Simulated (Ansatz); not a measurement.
**TiBr₂Cl₂: single points with varied inputs**

How do the results and run time of TiBr₂Cl₂ respond when the settings are drawn wide?

Computed with Ansatz 0.2.0, Gaussian basis. Level: the settings change from run to run.

## (1) The relaxed structure

The geometry comes from an earlier relaxation with PBE0-D4 in a triple-zeta def2 set; it is a stationary point.

SMILES `[Cl][Ti]([Cl])([Br])[Br]`, 5 atoms, charge 0, spin multiplicity 1.

Atoms are counted from 1 here; the program's logs count them from 0.

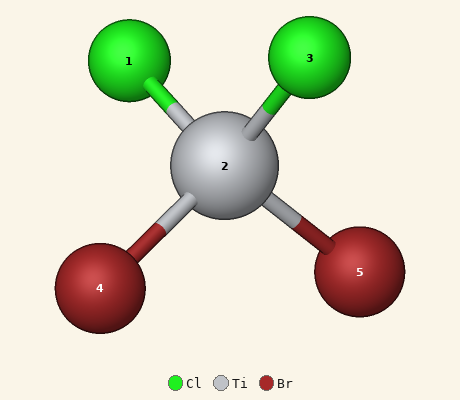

The structure; chlorine green, titanium light grey, bromine red; atoms are numbered from 1 in the order of the file.

## (2) r2SCAN50/6-31G*

Set apart from the defaults: D3(BJ) dispersion.

in.yaml

```yaml
crystal:
  periodic: [false, false, false]
  atoms:
    - {symbol: Cl, position_ang: [-0.718526, -0.228196, 2.048541]}
    - {symbol: Ti, position_ang: [0.015960, -0.021419, 0.026989]}
    - {symbol: Cl, position_ang: [1.796817, -1.218821, -0.225363]}
    - {symbol: Br, position_ang: [-1.609548, -0.732910, -1.461155]}
    - {symbol: Br, position_ang: [0.515297, 2.201346, -0.389002]}
basis:
  gaussian: {orbitals: "6-31G*"}
hamiltonian: {xc: {name: r2SCAN50}, dispersion: d3bj}
output: {forces: true}
```

Command:

```console
> ansatz run in.yaml --threads 4 --pin off --events-out ev --progress --plain --max-ram 11315MiB
```

The program printed, shortened:

```text
Warning: the engine holds no damping parameters fitted to this dispersion correction and functional, so the run takes those fitted to r2scan50 beside the three-body term, which d3bj leaves out (hamiltonian.dispersion, under Limitations)
Functional definition: r2SCAN50
  name "r2SCAN50"
  cite "Bursch, Neugebauer, Ehlert & Grimme, J. Chem. Phys. 156, 134105 (2022) doi:10.1063/5.0086040"
  cite "Furness, Kaplan, Ning, Perdew & Sun, J. Phys. Chem. Lett. 11, 8208 (2020) doi:10.1021/acs.jpclett.0c02405"
  cite "Furness, Kaplan, Ning, Perdew & Sun, J. Phys. Chem. Lett. 11, 9248 (2020) doi:10.1021/acs.jpclett.0c03077"
  parent r2scan
[...]
1357 factors; integrals over basis functions are off by at most 4.8e-4 eV
[...]
mean field -188235.54074447 eV, -6917.5285317272 hartree, gradient 5.1e-5 eV, S^2 0.000000; 0 other end points of the search recorded, 0 dependent functions left out
[...]
reference -188235.54075858 eV, -6917.5285322456 hartree; 63, 63 occupied and 81, 81 virtual orbitals, 1357 factors
Total energy: -188235.65220562 eV, -6917.5326278488 hartree
Atom 0 at    -0.718526    -0.228196     2.048541 Å, force     0.124964     0.026130    -0.319172 eV/Å
Atom 1 at     0.015960    -0.021419     0.026989 Å, force    -0.046261     0.062080    -0.078218 eV/Å
Atom 2 at     1.796817    -1.218821    -0.225363 Å, force    -0.283899     0.187154     0.050445 eV/Å
Atom 3 at    -1.609548    -0.732910    -1.461155 Å, force     0.290700     0.122074     0.268385 eV/Å
Atom 4 at     0.515297     2.201346    -0.389002 Å, force    -0.085505    -0.397438     0.078560 eV/Å
Dipole moment:    -0.030463     0.040879    -0.051506 e Å
```

It took 9 s on 4 threads of Arm Neoverse V1, shared host; peak memory 0.48 GiB.

Largest force 0.414 eV/Å, dipole 0.35 D.

## (3) SPW92/STO-3G

Set apart from the defaults: charge -1, multiplicity 2, atoms shaken by 0.08 Å, a grid of angular degree 11, relativity set to none.

in.yaml

```yaml
crystal:
  periodic: [false, false, false]
  atoms:
    - {symbol: Cl, position_ang: [-0.800030, -0.310295, 2.071079]}
    - {symbol: Ti, position_ang: [0.013735, -0.053049, 0.116552]}
    - {symbol: Cl, position_ang: [1.689616, -1.295510, -0.243598]}
    - {symbol: Br, position_ang: [-1.699571, -0.780504, -1.479576]}
    - {symbol: Br, position_ang: [0.535135, 2.047819, -0.382310]}
basis:
  gaussian: {orbitals: STO-3G, final_grid: {core_spheres: 5, valence_spheres: 4, degree: 11}}
total_charge: -1
magnetization: {spin_polarized: true, initial_magnetization: 1}
hamiltonian: {xc: {name: SPW92}, pseudopotentials: {relativity: none}}
```

The command is unchanged.

The program printed, shortened:

```text
Functional definition: SPW92
  name "SPW92"
  cite "Dirac, Proc. Camb. Phil. Soc. 26, 376 (1930) doi:10.1017/S0305004100016108"
  cite "Slater, Phys. Rev. 81, 385 (1951) doi:10.1103/PhysRev.81.385"
  cite "Perdew & Wang, Phys. Rev. B 45, 13244 (1992) doi:10.1103/PhysRevB.45.13244"
[...]
799 factors; integrals over basis functions are off by at most 1.1e-4 eV
[...]
mean field -185872.33371758 eV, -6830.6822753281 hartree, gradient 2.0e-6 eV, S^2 0.752259; 10 other end points of the search recorded, 0 dependent functions left out
reference -185872.33373633 eV, -6830.6822760173 hartree; 64, 63 occupied and 8, 9 virtual orbitals, 799 factors
Total energy: -185872.33373633 eV, -6830.6822760173 hartree
```

It took 3.4 s on 4 threads of Arm Neoverse V1, shared host.

⟨S²⟩ 0.752.

## (4) SPW92/def2-mTZVP

Options: coordinates scaled by 0.92, a grid of angular degree 23, relativity set to none.

in.yaml

```yaml
crystal:
  periodic: [false, false, false]
  atoms:
    - {symbol: Cl, position_ang: [-0.661044, -0.209940, 1.884658]}
    - {symbol: Ti, position_ang: [0.014683, -0.019706, 0.024830]}
    - {symbol: Cl, position_ang: [1.653071, -1.121315, -0.207334]}
    - {symbol: Br, position_ang: [-1.480785, -0.674277, -1.344263]}
    - {symbol: Br, position_ang: [0.474073, 2.025238, -0.357882]}
basis:
  gaussian: {orbitals: def2-mTZVP, final_grid: {core_spheres: 8, valence_spheres: 7, degree: 23}}
hamiltonian: {xc: {name: SPW92}, pseudopotentials: {relativity: none}}
output: {forces: true}
```

The command is unchanged.

The program printed, shortened:

```text
Functional definition: SPW92
  name "SPW92"
  cite "Dirac, Proc. Camb. Phil. Soc. 26, 376 (1930) doi:10.1017/S0305004100016108"
  cite "Slater, Phys. Rev. 81, 385 (1951) doi:10.1103/PhysRev.81.385"
  cite "Perdew & Wang, Phys. Rev. B 45, 13244 (1992) doi:10.1103/PhysRevB.45.13244"
[...]
1532 factors; their error is unknown
[...]
mean field -187930.73351578 eV, -6906.3270726786 hartree, gradient 7.4e-6 eV, S^2 0.000000; 0 other end points of the search recorded, 0 dependent functions left out
[...]
reference -187930.73356465 eV, -6906.3270744746 hartree; 63, 63 occupied and 86, 86 virtual orbitals, 1532 factors
Total energy: -187930.73356465 eV, -6906.3270744746 hartree
Atom 0 at    -0.661044    -0.209940     1.884658 Å, force    -1.571628    -0.455885     4.362395 eV/Å
Atom 1 at     0.014683    -0.019706     0.024830 Å, force    -0.315319     0.423145    -0.533142 eV/Å
Atom 2 at     1.653071    -1.121315    -0.207334 Å, force     3.838937    -2.586743    -0.528827 eV/Å
Atom 3 at    -1.480785    -0.674277    -1.344263 Å, force    -2.834846    -1.257196    -2.588149 eV/Å
Atom 4 at     0.474073     2.025238    -0.357882 Å, force     0.882856     3.876679    -0.712276 eV/Å
Dipole moment:    -0.011282     0.015140    -0.019076 e Å
```

It took 1.1 s on 4 threads of Arm Neoverse V1, shared host.

Largest force 4.659 eV/Å, dipole 0.13 D.

## (5) RPBE/cc-pVTZ

in.yaml

```yaml
crystal:
  periodic: [false, false, false]
  atoms:
    - {symbol: Cl, position_ang: [-0.718526, -0.228196, 2.048541]}
    - {symbol: Ti, position_ang: [0.015960, -0.021419, 0.026989]}
    - {symbol: Cl, position_ang: [1.796817, -1.218821, -0.225363]}
    - {symbol: Br, position_ang: [-1.609548, -0.732910, -1.461155]}
    - {symbol: Br, position_ang: [0.515297, 2.201346, -0.389002]}
basis:
  gaussian: {orbitals: cc-pVTZ}
hamiltonian: {xc: {name: RPBE}}
output: {forces: true}
```

Same command.

The program printed, shortened:

```text
Functional definition: RPBE
  name "RPBE"
  cite "Hammer, Hansen & Nørskov, Phys. Rev. B 59, 7413 (1999) doi:10.1103/PhysRevB.59.7413"
  cite "Perdew, Burke & Ernzerhof, Phys. Rev. Lett. 77, 3865 (1996) doi:10.1103/PhysRevLett.77.3865"
[...]
1801 factors; their error is unknown
[...]
mean field -188252.61625883 eV, -6918.1560453057 hartree, gradient 1.9e-5 eV, S^2 0.000000; 0 other end points of the search recorded, 0 dependent functions left out
[...]
reference -188252.61631620 eV, -6918.1560474139 hartree; 63, 63 occupied and 159, 159 virtual orbitals, 1801 factors
Total energy: -188252.61631620 eV, -6918.1560474139 hartree
Atom 0 at    -0.718526    -0.228196     2.048541 Å, force    -0.253105    -0.072793     0.700835 eV/Å
Atom 1 at     0.015960    -0.021419     0.026989 Å, force    -0.044598     0.059849    -0.075407 eV/Å
Atom 2 at     1.796817    -1.218821    -0.225363 Å, force     0.616927    -0.415439    -0.085685 eV/Å
Atom 3 at    -1.609548    -0.732910    -1.461155 Å, force    -0.462843    -0.204550    -0.422876 eV/Å
Atom 4 at     0.515297     2.201346    -0.389002 Å, force     0.143620     0.632933    -0.116867 eV/Å
Dipole moment:    -0.019180     0.025739    -0.032429 e Å
```

Run time: 5.5 s. Hardware: 4 threads of Arm Neoverse V1, shared host; peak memory 0.47 GiB.

Largest force 0.749 eV/Å, dipole 0.22 D.

## (6) revPBE/aug-pcseg-2

Options: atoms shaken by 0.08 Å.

in.yaml

```yaml
crystal:
  periodic: [false, false, false]
  atoms:
    - {symbol: Cl, position_ang: [-0.775086, -0.291245, 1.933514]}
    - {symbol: Ti, position_ang: [0.089212, 0.013955, -0.007504]}
    - {symbol: Cl, position_ang: [1.763166, -1.299226, -0.331897]}
    - {symbol: Br, position_ang: [-1.813501, -0.670660, -1.307058]}
    - {symbol: Br, position_ang: [0.460856, 2.240419, -0.408695]}
basis:
  gaussian: {orbitals: aug-pcseg-2}
hamiltonian: {xc: {name: revPBE}}
```

The command is unchanged.

The program printed:

```text
Functional definition: revPBE
  name "revPBE"
  cite "Zhang & Yang, Phys. Rev. Lett. 80, 890 (1998) doi:10.1103/PhysRevLett.80.890"
  cite "Perdew, Burke & Ernzerhof, Phys. Rev. Lett. 77, 3865 (1996) doi:10.1103/PhysRevLett.77.3865"
  parameter kappa = 1.245
  parameter beta = 0.06672455060314922
  exchange = pbe_x(kappa = kappa, mu = beta*pi^2/3)
  correlation = pbe_c(beta = beta)
1979 factors; their error is unknown
mean field evaluation 1: about -188234.7898 eV, gradient 8.1e1 eV
mean field evaluation 2: about -188184.3685 eV, gradient 1.5e2 eV
mean field evaluation 4: about -188242.2380 eV, gradient 3.8e1 eV
mean field evaluation 8: about -188246.2074 eV, gradient 3.2e-1 eV
mean field evaluation 16: about -188246.1265 eV, gradient 9.3e-4 eV
mean field -188246.12650225 eV, -6917.9175511503 hartree, gradient 4.5e-5 eV, S^2 0.000000; 0 other end points of the search recorded, 0 dependent functions left out
reference -188246.12659723 eV, -6917.9175546407 hartree; 63, 63 occupied and 236, 236 virtual orbitals, 1979 factors
Total energy: -188246.12659723 eV, -6917.9175546407 hartree
```

It took 8 s on 4 threads of Arm Neoverse V1, shared host; peak memory 0.7 GiB.

## (7) MP2/cc-pVDZ

Set apart from the defaults: the search for lower states set to off.

in.yaml

```yaml
crystal:
  periodic: [false, false, false]
  atoms:
    - {symbol: Cl, position_ang: [-0.718526, -0.228196, 2.048541]}
    - {symbol: Ti, position_ang: [0.015960, -0.021419, 0.026989]}
    - {symbol: Cl, position_ang: [1.796817, -1.218821, -0.225363]}
    - {symbol: Br, position_ang: [-1.609548, -0.732910, -1.461155]}
    - {symbol: Br, position_ang: [0.515297, 2.201346, -0.389002]}
basis:
  gaussian: {orbitals: cc-pVDZ}
hamiltonian: {xc: {name: HF}}
correlation: {method: mp2}
scf: {lower_state_search: off}
output: {forces: true}
```

Launched as before.

The program printed, shortened:

```text
Functional definition: HF
  name "HF"
  cite "Fock, Z. Phys. 61, 126 (1930) doi:10.1007/BF01340294"
  parent pbe
[...]
1483 factors; integrals over basis functions are off by at most 4.7e-4 eV
[...]
mean field -188097.12532455 eV, -6912.4418588665 hartree, gradient 7.5e-6 eV, S^2 0.000000; 0 other end points of the search recorded, 0 dependent functions left out
33 core orbitals not correlated: weight in the atoms' cores, before any rotation towards them, 1.000 or more for the frozen orbitals, at most 0.000 for the correlated occupied ones
reference -188097.12532455 eV, -6912.4418588665 hartree; 30, 30 occupied and 70, 70 virtual orbitals, 1483 factors
second order -24.34424414 eV of doubles, -0.00000000 eV of singles
[...]
Total energy: -188121.46956870 eV, -6913.3364933377 hartree
Atom 0 at    -0.718526    -0.228196     2.048541 Å, force    -0.077990    -0.025904     0.225457 eV/Å
Atom 1 at     0.015960    -0.021419     0.026989 Å, force    -0.081061     0.108780    -0.137058 eV/Å
Atom 2 at     1.796817    -1.218821    -0.225363 Å, force     0.197422    -0.134370    -0.023519 eV/Å
Atom 3 at    -1.609548    -0.732910    -1.461155 Å, force    -0.058536    -0.028592    -0.052295 eV/Å
Atom 4 at     0.515297     2.201346    -0.389002 Å, force     0.020164     0.080086    -0.012585 eV/Å
Dipole moment:    -0.027309     0.036647    -0.046174 e Å
Checks for a lower state left out: starts, cluster_reference, orbital_swaps, neighbouring_geometries, increment
```

Run time: 9 s. Hardware: 4 threads of Arm Neoverse V1, shared host; peak memory 0.53 GiB.

Largest force 0.240 eV/Å, dipole 0.31 D.

## (8) MP2/def2-SVPD

Options: atoms shaken by 0.03 Å.

in.yaml

```yaml
crystal:
  periodic: [false, false, false]
  atoms:
    - {symbol: Cl, position_ang: [-0.752817, -0.225349, 2.035122]}
    - {symbol: Ti, position_ang: [-0.009140, -0.016338, 0.005199]}
    - {symbol: Cl, position_ang: [1.806867, -1.235430, -0.181313]}
    - {symbol: Br, position_ang: [-1.611315, -0.738395, -1.461769]}
    - {symbol: Br, position_ang: [0.513458, 2.228355, -0.413923]}
basis:
  gaussian: {orbitals: def2-SVPD}
hamiltonian: {xc: {name: HF}}
correlation: {method: mp2}
output: {forces: true}
```

Launched as before.

The program printed, shortened:

```text
Functional definition: HF
  name "HF"
  cite "Fock, Z. Phys. 61, 126 (1930) doi:10.1007/BF01340294"
  parent pbe
[...]
1634 factors; integrals over basis functions are off by at most 8.2e-4 eV
[...]
mean field -188070.42314674 eV, -6911.4605719314 hartree, gradient 2.7e-6 eV, S^2 0.000000; 0 other end points of the search recorded, 0 dependent functions left out
33 core orbitals not correlated: weight in the atoms' cores, before any rotation towards them, 1.000 or more for the frozen orbitals, at most 0.000 for the correlated occupied ones
reference -188070.42314674 eV, -6911.4605719314 hartree; 30, 30 occupied and 107, 107 virtual orbitals, 1634 factors
second order -30.21484626 eV of doubles, -0.00000000 eV of singles
[...]
Total energy: -188100.63799300 eV, -6912.5709470510 hartree
Atom 0 at    -0.752817    -0.225349     2.035122 Å, force    -0.063484     0.026108     0.066638 eV/Å
Atom 1 at    -0.009140    -0.016338     0.005199 Å, force     0.688861     0.195935     0.291243 eV/Å
Atom 2 at     1.806867    -1.235430    -0.181313 Å, force    -0.218650     0.138156    -0.041089 eV/Å
Atom 3 at    -1.611315    -0.738395    -1.461769 Å, force    -0.339795    -0.156108    -0.342703 eV/Å
Atom 4 at     0.513458     2.228355    -0.413923 Å, force    -0.066933    -0.204091     0.025910 eV/Å
Dipole moment:    -0.098992     0.021382    -0.082615 e Å
```

Run time: 11 s. Hardware: 4 threads of Arm Neoverse V1, shared host; peak memory 0.63 GiB.

Largest force 0.773 eV/Å, dipole 0.63 D.

## (9) r2SCAN0/6-31G

This run has multiplicity 3, D4 dispersion, high accuracy.

in.yaml

```yaml
crystal:
  periodic: [false, false, false]
  atoms:
    - {symbol: Cl, position_ang: [-0.718526, -0.228196, 2.048541]}
    - {symbol: Ti, position_ang: [0.015960, -0.021419, 0.026989]}
    - {symbol: Cl, position_ang: [1.796817, -1.218821, -0.225363]}
    - {symbol: Br, position_ang: [-1.609548, -0.732910, -1.461155]}
    - {symbol: Br, position_ang: [0.515297, 2.201346, -0.389002]}
basis:
  gaussian: {orbitals: 6-31G}
magnetization: {spin_polarized: true, initial_magnetization: 2}
hamiltonian: {xc: {name: r2SCAN0}, dispersion: d4}
accuracy: high
output: {forces: true}
```

The command is unchanged.

The program printed, shortened:

```text
Functional definition: r2SCAN0
  name "r2SCAN0"
  cite "Bursch, Neugebauer, Ehlert & Grimme, J. Chem. Phys. 156, 134105 (2022) doi:10.1063/5.0086040"
  cite "Furness, Kaplan, Ning, Perdew & Sun, J. Phys. Chem. Lett. 11, 8208 (2020) doi:10.1021/acs.jpclett.0c02405"
  cite "Furness, Kaplan, Ning, Perdew & Sun, J. Phys. Chem. Lett. 11, 9248 (2020) doi:10.1021/acs.jpclett.0c03077"
  parent r2scan
[...]
2238 factors; integrals over basis functions are off by at most 3.8e-9 eV
[...]
mean field -188229.42752905 eV, -6917.3038752040 hartree, gradient 9.1e-9 eV, S^2 2.005825; 11 other end points of the search recorded, 0 dependent functions left out
[...]
reference -188229.42753632 eV, -6917.3038754712 hartree; 64, 62 occupied and 49, 51 virtual orbitals, 2238 factors
Total energy: -188229.50257844 eV, -6917.3066332184 hartree
Atom 0 at    -0.718526    -0.228196     2.048541 Å, force    -0.697695     0.007827     1.361307 eV/Å
Atom 1 at     0.015960    -0.021419     0.026989 Å, force     0.690548    -0.926685     1.167580 eV/Å
Atom 2 at     1.796817    -1.218821    -0.225363 Å, force     1.260804    -0.763494    -0.409202 eV/Å
Atom 3 at    -1.609548    -0.732910    -1.461155 Å, force    -1.476623    -0.332328    -1.488630 eV/Å
Atom 4 at     0.515297     2.201346    -0.389002 Å, force     0.222966     2.014680    -0.631054 eV/Å
Dipole moment:    -0.225611     0.302759    -0.381462 e Å
```

Run time: 4.3 min. Hardware: 4 threads of Arm Neoverse V1, shared host; peak memory 1.7 GiB.

Largest force 2.123 eV/Å, dipole 2.58 D, ⟨S²⟩ 2.006.

## (10) PBE-QIDH/aug-cc-pVTZ

in.yaml, as its differences from that of step 9:

```diff
@@ -9,6 +9,3 @@
 basis:
-  gaussian: {orbitals: 6-31G}
-magnetization: {spin_polarized: true, initial_magnetization: 2}
-hamiltonian: {xc: {name: r2SCAN0}, dispersion: d4}
-accuracy: high
-output: {forces: true}
+  gaussian: {orbitals: aug-cc-pVTZ}
+hamiltonian: {xc: {name: PBE-QIDH}}
```

Launched as before.

The program printed, shortened:

```text
Functional definition: PBE-QIDH
  name "PBE-QIDH"
  cite "Brémond, Sancho-García, Pérez-Jiménez & Adamo, J. Chem. Phys. 141, 031101 (2014) doi:10.1063/1.4890314"
  cite "Perdew, Burke & Ernzerhof, Phys. Rev. Lett. 77, 3865 (1996) doi:10.1103/PhysRevLett.77.3865"
[...]
1976 factors; integrals over basis functions are off by at most 7.9e-4 eV
[...]
mean field -188196.29460437 eV, -6916.0862626806 hartree, gradient 3.3e-6 eV, S^2 0.000000; 0 other end points of the search recorded, 0 dependent functions left out
33 core orbitals not correlated: weight in the atoms' cores, before any rotation towards them, 1.000 or more for the frozen orbitals, at most 0.000 for the correlated occupied ones
reference -188196.29462449 eV, -6916.0862634199 hartree; 30, 30 occupied and 248, 248 virtual orbitals, 1976 factors
second order -41.37207982 eV of doubles, -0.00000000 eV of singles
Total energy: -188210.08531776 eV, -6916.5930620501 hartree
```

It took 29 s on 4 threads of Arm Neoverse V1, shared host; peak memory 1.6 GiB.

## (11) The runs in one table

| level | charge | multiplicity | geometry | functions | energy (eV) | time |
| --- | --- | --- | --- | --- | --- | --- |
| r2SCAN50/6-31G* | 0 | 1 | relaxed | 144 | -188235.652 | 9 s |
| SPW92/STO-3G | -1 | 2 | shaken | 72 | -185872.334 | 3.4 s |
| SPW92/def2-mTZVP | 0 | 1 | scaled | 149 | -187930.734 | 1.1 s |
| RPBE/cc-pVTZ | 0 | 1 | relaxed | 222 | -188252.616 | 5.5 s |
| revPBE/aug-pcseg-2 | 0 | 1 | shaken | 299 | -188246.127 | 8 s |
| MP2/cc-pVDZ | 0 | 1 | relaxed | 133 | -188121.470 | 9 s |
| MP2/def2-SVPD | 0 | 1 | shaken | 170 | -188100.638 | 11 s |
| r2SCAN0/6-31G | 0 | 3 | relaxed | 113 | -188229.503 | 4.3 min |
| PBE-QIDH/aug-cc-pVTZ | 0 | 1 | relaxed | 311 | -188210.085 | 29 s |

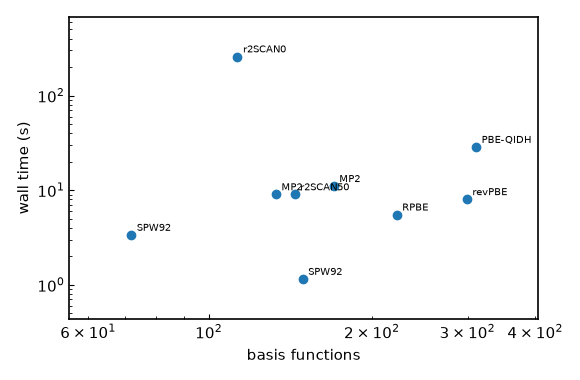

Wall time against the number of basis functions (shared host).

## (12) Summary of results

| quantity | value |
| --- | --- |
| runs | 9 |
| quickest | SPW92/def2-mTZVP, 1.1 s |
| slowest | r2SCAN0/6-31G, 4.3 min |
| spread of total energies, same state and geometry | 131.1 eV |
| dipole, same state and geometry | 0.22 to 0.35 D |

r2SCAN0/6-31G took 224 times as long as SPW92/def2-mTZVP. The jobs differ in tasks and options as well as level. The totals spread over 131 eV; they can't be compared across methods or bases. At the PBE0-D4/def2-TZVP geometry and in the same state, the sound runs without point charges leave forces up to 0.75 eV/Å (RPBE/cc-pVTZ), against 4.7 eV/Å where the atoms were moved.
